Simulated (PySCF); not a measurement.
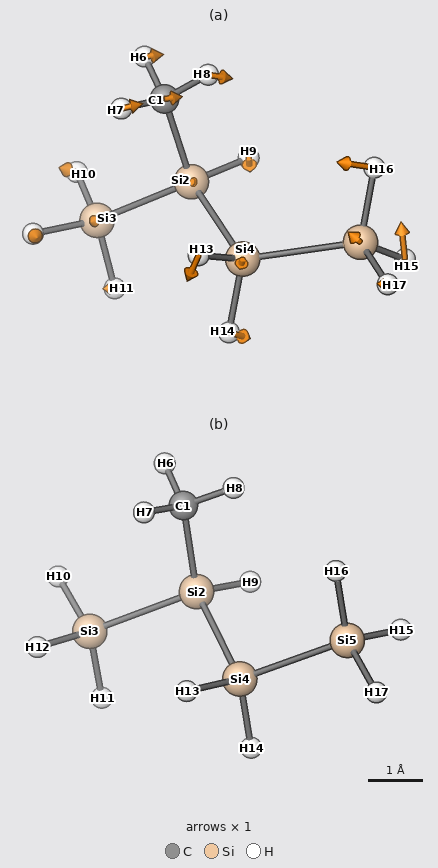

The structure of CH12Si4 before (top) and after (bottom) a relaxation, at one scale. The orange arrows give the displacements, at their true length.

A ball-and-stick model, seen at a tilt.

The start comes from GFN2-xTB. Its atoms were then displaced at random by about 0.01 Å.

Method: PySCF, PBE0-D3(BJ)/def2-SVP geometry optimisation, gas phase. 

**What changed between the two?**

After 12 geometry steps the energy has fallen by 28.4 kJ/mol. The largest move after the best rigid fit is that of H16, 0.90 Å. Largest moves by element: H 0.90 Å, C 0.39 Å, Si 0.38 Å. Near-neighbour distances that change, for instance: Si4–Si5 2.287 → 2.346 Å, Si3–H10 1.442 → 1.498 Å, Si2–H9 1.461 → 1.500 Å, Si3–H11 1.469 → 1.496 Å. Among the angles between lasting bonds that change: Si3–Si2–Si4 120.2° → 109.0°, Si2–Si4–Si5 116.5° → 109.4°, C1–Si2–H9 104.1° → 110.2°. Groups turn about Si2–Si4 by about 30°.
